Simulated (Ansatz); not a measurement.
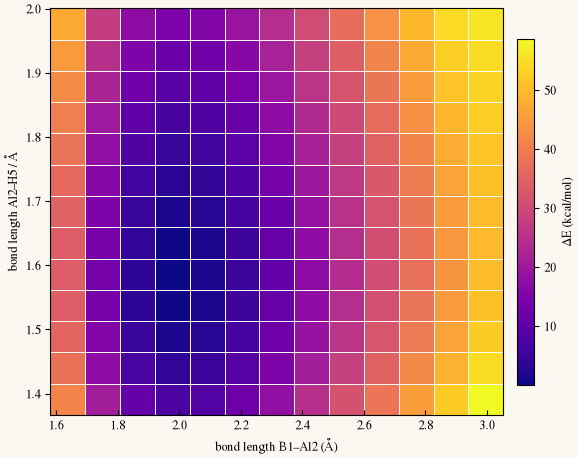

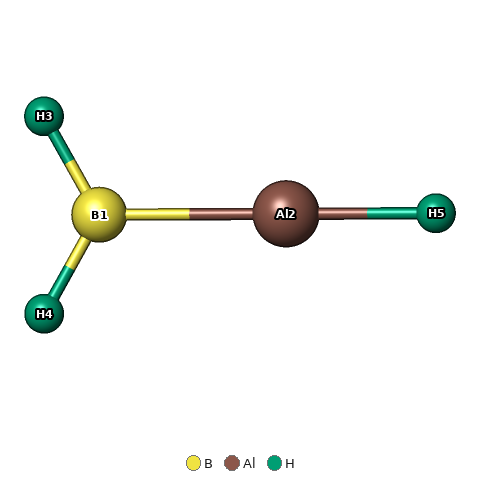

Energy landscape of AlBH3, SMILES [BH2][AlH], spin multiplicity 2. The first coordinate is: bond length B1–Al2; the second: bond length Al2–H5. Nothing is relaxed (all other coordinates rigid). The scan uses a 13 × 13 grid. Points are written as (first, second). All energies are given in kcal/mol relative to the relaxed molecule at the same level. Computed with UKS B3LYP-D4/def2-TZVP in Ansatz.

In the figure: one coloured cell a grid point. The second picture is the structure at the lowest point.

Question: Summarise what can be read from the map.

Answer: The lowest grid point is at (1.977 Å, 1.586 Å), 0.07 kcal/mol from the relaxed molecule at the same level. No other kind of well shows on this grid. The highest grid point, (2.996 Å, 1.391 Å), lies 58.6 kcal/mol above the lowest. Round the minimum the contours are nearly round: the two directions are equally stiff and uncoupled.

The values on the grid:

| bond length Al2–H5 ↓, bond length B1–Al2 → | 1.638 | 1.751 | 1.864 | 1.977 | 2.091 | 2.204 | 2.317 | 2.430 | 2.543 | 2.656 | 2.770 | 2.883 | 2.996 |
| --- | --- | --- | --- | --- | --- | --- | --- | --- | --- | --- | --- | --- | --- |
| 1.976 | 47.3 | 27.3 | 17.4 | 14.2 | 15.2 | 18.9 | 24.2 | 30.4 | 36.9 | 43.4 | 49.7 | 54.5 | 55.9 |
| 1.927 | 44.8 | 24.8 | 14.9 | 11.6 | 12.7 | 16.4 | 21.7 | 27.9 | 34.4 | 41.0 | 47.5 | 52.8 | 54.7 |
| 1.879 | 42.5 | 22.4 | 12.5 | 9.2 | 10.3 | 14.1 | 19.5 | 25.6 | 32.1 | 38.7 | 45.3 | 51.2 | 53.6 |
| 1.830 | 40.2 | 20.1 | 10.1 | 6.9 | 8.0 | 11.8 | 17.3 | 23.4 | 29.9 | 36.6 | 43.2 | 49.4 | 52.5 |
| 1.781 | 38.1 | 18.0 | 8.0 | 4.8 | 5.9 | 9.8 | 15.2 | 21.5 | 28.0 | 34.7 | 41.4 | 47.7 | 51.5 |
| 1.732 | 36.3 | 16.2 | 6.2 | 2.9 | 4.1 | 7.9 | 13.5 | 19.8 | 26.3 | 33.0 | 39.8 | 46.1 | 50.7 |
| 1.684 | 35.0 | 14.7 | 4.7 | 1.5 | 2.6 | 6.5 | 12.1 | 18.5 | 25.1 | 31.8 | 38.6 | 45.0 | 50.1 |
| 1.635 | 34.1 | 13.8 | 3.7 | 0.5 | 1.6 | 5.6 | 11.1 | 17.6 | 24.2 | 31.0 | 37.8 | 44.3 | 49.9 |
| 1.586 | 33.7 | 13.4 | 3.3 | 0.1 | 1.2 | 5.2 | 10.8 | 17.2 | 23.9 | 30.7 | 37.6 | 44.2 | 50.1 |
| 1.537 | 34.1 | 13.8 | 3.7 | 0.4 | 1.5 | 5.5 | 11.1 | 17.6 | 24.3 | 31.2 | 38.1 | 44.7 | 50.9 |
| 1.489 | 35.4 | 15.0 | 4.8 | 1.5 | 2.7 | 6.6 | 12.3 | 18.8 | 25.6 | 32.4 | 39.4 | 46.1 | 52.4 |
| 1.440 | 37.7 | 17.2 | 7.1 | 3.8 | 4.9 | 8.9 | 14.5 | 21.1 | 27.9 | 34.8 | 41.8 | 48.6 | 54.9 |
| 1.391 | 41.4 | 20.8 | 10.6 | 7.3 | 8.4 | 12.4 | 18.0 | 24.6 | 31.5 | 38.4 | 45.5 | 52.3 | 58.7 |

Each point was launched as `ansatz run input.yaml --threads 1 --pin off --max-ram 2560MiB --backend cpu --events-out ev --progress --plain --runs-dir out`. The whole map (169 points run) took 11 min on 1 thread of Arm Neoverse V2, on a shared host.
